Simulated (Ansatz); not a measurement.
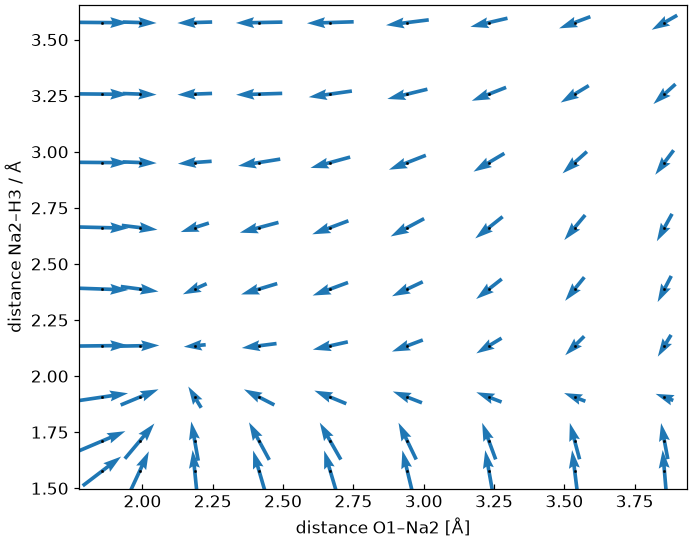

The system O + NaH, spin multiplicity 3. First axis: distance O1–Na2. Second axis: distance Na2–H3. Nothing is relaxed (the angle O1–Na2–H3 is fixed at 160 degrees). Grid: 9 × 9 points. Computed with UKS PBE0-D4/def2-SVPD (Ansatz).

In the figure: dots at the grid points, arrows along the force (downhill), their lengths compressed.

**The arrows alone are given. Where is the energy lowest?**

The arrows converge at about distance O1–Na2 = 2.116 Å, distance Na2–H3 = 2.126 Å (read from the interpolated surface).

The energy map of the same scan:

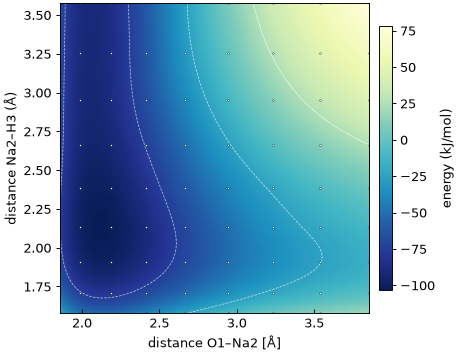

Energies are in kJ/mol, from O far from the relaxed NaH (each part in its own basis); between grid points the surface is interpolated.
